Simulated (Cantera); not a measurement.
Input: 1 mol B₂O₃, 3.8 mol O₂, at 0.820 bar.

These are equilibrium values from Cantera (NASA tables, ideal gas, pure condensed phases), not measurements of a reactor. Candidate condensed phases: B, B₂O₃; 10 gas species. Rates play no part.

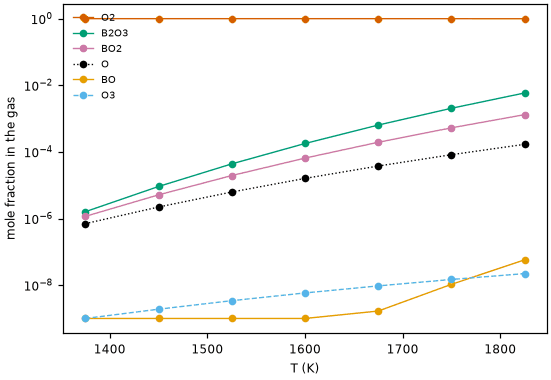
Fig. 1. Equilibrium gas composition (values under 1e-9 drawn at 1e-9)

Read off the mole fractions at 1600 K.

O₂ about 1.00, B₂O₃ about 0.00018, BO₂ about 6.5e-5, O about 1.6e-5.
